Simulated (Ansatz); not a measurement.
# C4H11B: inputs that go wrong

3 inputs were typed for C4H11B. Each is run as it stands; the log then has to tell whether the result can be used.

Computed with Ansatz 0.2.0, Gaussian basis. Level: the settings change from run to run.

### Step 1. The molecule

An earlier PBE0-D4 in a triple-zeta def2 set relaxation fixed the geometry.

SMILES `BCC(C)C`, 16 atoms, charge 0, spin multiplicity 1.

Atoms are counted from 1 here; the program's logs count them from 0.

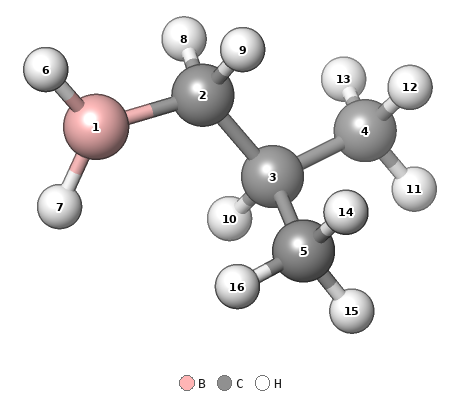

The structure; boron pink, carbon grey, hydrogen white; atoms are numbered from 1 in the order of the file.

Geometry (Å):

```csv
atom,x (Å),y (Å),z (Å)
B1,-0.3663,1.9001,1.1605
C2,0.2024,0.4716,0.9799
C3,0.2607,-0.1167,-0.4271
C4,1.0825,-1.3964,-0.4698
C5,-1.1449,-0.3568,-0.9591
H6,-0.6292,2.3122,2.2550
H7,-0.4918,2.6454,0.2279
H8,1.2287,0.5903,1.3828
H9,-0.2565,-0.2386,1.6819
H10,0.7442,0.6236,-1.0773
H11,1.1343,-1.8052,-1.4824
H12,0.6379,-2.1619,0.1746
H13,2.1052,-1.2254,-0.1233
H14,-1.6757,-1.0810,-0.3321
H15,-1.1253,-0.7514,-1.9781
H16,-1.7292,0.5677,-0.9692
```

### Step 2. Try 1

Contents of in.yaml:

```yaml
crystal:
  periodic: [false, false, false]
  atoms:
    - {symbol: B, position_ang: [-0.219787, 1.330072, 0.696305]}
    - {symbol: C, position_ang: [0.121433, 0.330122, 0.587941]}
    - {symbol: C, position_ang: [0.156429, -0.070044, -0.256245]}
    - {symbol: C, position_ang: [0.757737, -0.977465, -0.281857]}
    - {symbol: C, position_ang: [-0.686942, -0.214076, -0.671362]}
    - {symbol: H, position_ang: [-0.440426, 1.387301, 1.352989]}
    - {symbol: H, position_ang: [-0.344280, 1.587227, 0.159516]}
    - {symbol: H, position_ang: [0.860100, 0.413199, 0.967933]}
    - {symbol: H, position_ang: [-0.153895, -0.167036, 1.009118]}
    - {symbol: H, position_ang: [0.446542, 0.374156, -0.754105]}
    - {symbol: H, position_ang: [0.794039, -1.263645, -1.037688]}
    - {symbol: H, position_ang: [0.446511, -1.513308, 0.104786]}
    - {symbol: H, position_ang: [1.473658, -0.735218, -0.086281]}
    - {symbol: H, position_ang: [-1.173010, -0.648602, -0.232475]}
    - {symbol: H, position_ang: [-0.675187, -0.450865, -1.186847]}
    - {symbol: H, position_ang: [-1.037529, 0.340614, -0.678416]}
basis:
  gaussian: {orbitals: ANO-RCC-VTZP}
magnetization: {spin_polarized: true, initial_magnetization: 2}
hamiltonian: {xc: {name: r2SCAN}}
output: {forces: true}
```

The run is started by

```sh
$ ansatz run in.yaml --threads 4 --pin off --events-out ev --progress --plain --max-ram 10444MiB
```

Log, cut to the lines that bear on the results:

```text
Functional definition: r2SCAN
  name "r2SCAN"
  cite "Furness, Kaplan, Ning, Perdew & Sun, J. Phys. Chem. Lett. 11, 8208 (2020) doi:10.1021/acs.jpclett.0c02405"
  cite "Furness, Kaplan, Ning, Perdew & Sun, J. Phys. Chem. Lett. 11, 9248 (2020) doi:10.1021/acs.jpclett.0c03077"
  parent r2scan
[...]
1769 factors; their error is unknown
[...]
mean field -4878.83951052 eV, -179.2940450153 hartree, gradient 7.7e-5 eV, S^2 2.005468; 2 other end points of the search recorded, 0 dependent functions left out
[...]
reference -4878.83955874 eV, -179.2940467875 hartree; 21, 19 occupied and 283, 285 virtual orbitals, 1769 factors
Total energy: -4878.83955874 eV, -179.2940467875 hartree
Relativity: scalar
Atom 0 at    -0.219787     1.330072     0.696305 Å, force    15.738786    11.632611    29.660717 eV/Å
Atom 1 at     0.121433     0.330122     0.587941 Å, force    17.927287    16.909170    45.281614 eV/Å
Atom 2 at     0.156429    -0.070044    -0.256245 Å, force    35.578991    -9.942751   -22.103714 eV/Å
Atom 3 at     0.757737    -0.977465    -0.281857 Å, force    16.956123    -7.768384    -8.153572 eV/Å
Atom 4 at    -0.686942    -0.214076    -0.671362 Å, force   -34.332227    -6.288357    41.142354 eV/Å
Atom 5 at    -0.440426     1.387301     1.352989 Å, force   -15.892755     4.270497    45.454581 eV/Å
Atom 6 at    -0.344280     1.587227     0.159516 Å, force   -16.791412    34.456522   -68.751398 eV/Å
Atom 7 at     0.860100     0.413199     0.967933 Å, force    16.655305     2.546045     9.525395 eV/Å
Atom 8 at    -0.153895    -0.167036     1.009118 Å, force   -17.664378   -28.803364    28.235426 eV/Å
Atom 9 at     0.446542     0.374156    -0.754105 Å, force    18.142746    23.186658   -25.225590 eV/Å
Atom 10 at     0.794039    -1.263645    -1.037688 Å, force     1.477616    -8.291216   -20.537111 eV/Å
Atom 11 at     0.446511    -1.513308     0.104786 Å, force   -14.531843   -28.042859    20.648140 eV/Å
Atom 12 at     1.473658    -0.735218    -0.086281 Å, force    25.596678     5.199918     7.420957 eV/Å
Atom 13 at    -1.173010    -0.648602    -0.232475 Å, force   -17.067340   -14.972517    13.672311 eV/Å
Atom 14 at    -0.675187    -0.450865    -1.186847 Å, force     0.769347   -43.068753   -93.949208 eV/Å
Atom 15 at    -1.037529     0.340614    -0.678416 Å, force   -32.562925    48.976780    -2.320903 eV/Å
Dipole moment:     0.107356    -0.718859    -0.224861 e Å
```

Wall time 29 s (4 threads of Arm Neoverse V1, shared host); peak memory 0.95 GiB.

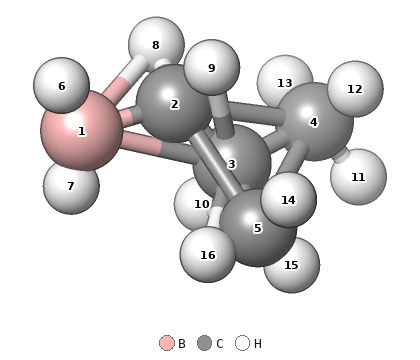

The geometry of this input.

What is wrong: The run converged, but a converged run isn't a right one. The geometry is squeezed well below its size. The shortest distance is 0.57 Å (C5–H15), against 1.09 Å in the relaxed molecule. It also asks for charge 0 and multiplicity 3, another species or state than the molecule above. Its energy is no property of the relaxed molecule. To mend it, use the relaxed coordinates, and set charge and spin to those of the species named.

### Step 3. Try 2

Contents of in.yaml:

```yaml
crystal:
  periodic: [false, false, false]
  atoms:
    - {symbol: B, position_ang: [-0.160623, 1.762752, 1.118940]}
    - {symbol: C, position_ang: [-0.015867, 0.503568, 1.031659]}
    - {symbol: C, position_ang: [0.306060, -0.104266, -0.404794]}
    - {symbol: C, position_ang: [1.051895, -1.485901, -0.514069]}
    - {symbol: C, position_ang: [-1.066341, -0.409539, -1.074770]}
    - {symbol: H, position_ang: [-0.601186, 2.359461, 2.406219]}
    - {symbol: H, position_ang: [-0.563266, 2.710075, 0.109699]}
    - {symbol: H, position_ang: [1.397141, 0.720319, 1.352041]}
    - {symbol: H, position_ang: [-0.455193, -0.245542, 1.701210]}
    - {symbol: H, position_ang: [0.706101, 0.544646, -1.133016]}
    - {symbol: H, position_ang: [1.219322, -1.611326, -1.526562]}
    - {symbol: H, position_ang: [0.588552, -2.128008, 0.218319]}
    - {symbol: H, position_ang: [1.962196, -1.032976, -0.111454]}
    - {symbol: H, position_ang: [-1.539543, -1.093685, -0.332306]}
    - {symbol: H, position_ang: [-1.086940, -0.723873, -1.874585]}
    - {symbol: H, position_ang: [-1.659897, 0.486117, -1.032895]}
basis:
  gaussian: {orbitals: def2-mTZVP}
magnetization: {spin_polarized: true, initial_magnetization: 1}
hamiltonian: {xc: {name: B3LYP}}
scf: {lower_state_search: light}
output: {forces: true}
```

Launched as before.

Log:

```text
Error: a molecule whose nuclei and cores have a total charge of 40 cannot have a net charge of 0 together with 1 unpaired electrons
```

It took 0.05 s on 4 threads of Arm Neoverse V1, shared host.

What is wrong: Refused before any calculation. The number of unpaired electrons doesn't fit the electron count. Its coordinates are also moved off the relaxed structure. Fix: make charge and initial_magnetization agree: an even electron count takes an even number of unpaired electrons.

### Step 4. Try 3

Contents of in.yaml:

```yaml
crystal:
  periodic: [false, false, false]
  atoms:
    - {symbol: B, position_ang: [-0.090987, 2.118195, 1.378541]}
    - {symbol: C, position_ang: [0.038405, 0.590738, 1.001712]}
    - {symbol: C, position_ang: [0.204880, 0.076998, -0.076805]}
    - {symbol: C, position_ang: [0.896631, -1.263601, -0.709790]}
    - {symbol: C, position_ang: [-0.939177, -0.224314, -1.161155]}
    - {symbol: H, position_ang: [-0.830307, 2.284649, 2.359498]}
    - {symbol: H, position_ang: [-0.673343, 2.533799, 0.276320]}
    - {symbol: H, position_ang: [1.301524, 0.474311, 1.296285]}
    - {symbol: H, position_ang: [-0.447766, -0.283916, 1.745473]}
    - {symbol: H, position_ang: [0.643511, 0.607341, -1.042919]}
    - {symbol: H, position_ang: [0.863679, -2.135319, -1.793457]}
    - {symbol: H, position_ang: [0.675658, -1.960207, 0.114558]}
    - {symbol: H, position_ang: [2.218252, -1.444276, 0.130338]}
    - {symbol: H, position_ang: [-1.618975, -1.290305, -0.353535]}
    - {symbol: H, position_ang: [-0.966223, -0.786460, -1.782686]}
    - {symbol: H, position_ang: [-1.975485, 0.609807, -1.037968]}
basis:
  gaussian: {orbitals: "6-31G*"}
magnetization: {spin_polarized: true, initial_magnetization: 2}
hamiltonian: {xc: {name: HF}}
correlation: {method: mp2, frozen_orbitals: {B: 0}}
```

Same command.

Log:

```text
Functional definition: HF
  name "HF"
  cite "Fock, Z. Phys. 61, 126 (1930) doi:10.1007/BF01340294"
  parent pbe
  exchange = exact_x
  correlation = 0
Error: "frozen_orbitals" has no count for C
```

Run time: 0.05 s. Hardware: 4 threads of Arm Neoverse V1, shared host.

What is wrong: The program refused the input. Frozen orbitals are typed for one element alone, and the program wants a count for each. It also asks for charge 0 and multiplicity 3, another species or state than the molecule above. Its coordinates are also moved off the relaxed structure. To mend it, leave frozen_orbitals out, or give every element a count that its core really has, and set charge and spin to those of the species named.

### Step 5. How the tries ended

```csv
try,level,ended,cause,time
1,r2SCAN/ANO-RCC-VTZP,converged,the geometry is squeezed well below its size,29 s
2,B3LYP/def2-mTZVP,refused,the number of unpaired electrons doesn't fit the electron count,0.05 s
3,MP2/6-31G*,refused,"frozen orbitals are typed for one element alone, and the program wants a count for each",0.05 s
```

1 converged, 2 refused. A refusal costs next to no computing time. The dangerous case is the input that converges on a wrong geometry, charge, spin, basis or grid: often only a look at the input shows it.
